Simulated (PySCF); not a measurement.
In(GeH3)(Me)2, SMILES [CH3][In]([CH3])[GeH3] at its CAM-B3LYP/def2-SVP optimised geometry (Å):

```
13

In    -0.7264    -0.2417    -2.0459
Ge     0.2128     1.1057     0.0000
H     -0.2149     0.5204     1.3607
H      1.7566     1.1057     0.0000
H     -0.2158     2.5867     0.0000
C     -1.1496     0.7492    -3.9300
H     -2.1406     0.4495    -4.3027
H     -0.4065     0.4366    -4.6805
H     -1.1164     1.8434    -3.8439
C     -1.0440    -2.3812    -1.8563
H     -1.4317    -2.8211    -2.7854
H     -1.7566    -2.5867    -1.0432
H     -0.0984    -2.8812    -1.5971
```

Computed with CAM-B3LYP/def2-TZVP, def2 effective core potentials past Kr (PySCF). The core electrons that the potentials of In replace are not part of the density. Cells within 0.4 Å of a nucleus heavier than hydrogen are left out (blank, or x).

Map of the deformation density (molecule minus spherical neutral atoms) (e/bohr³) on the plane z = 0.0 Å:

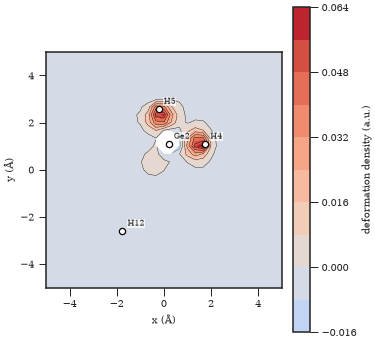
Figure. Deformation density (molecule minus spherical neutral atoms) (e/bohr³) on the plane z = 0.0 Å.
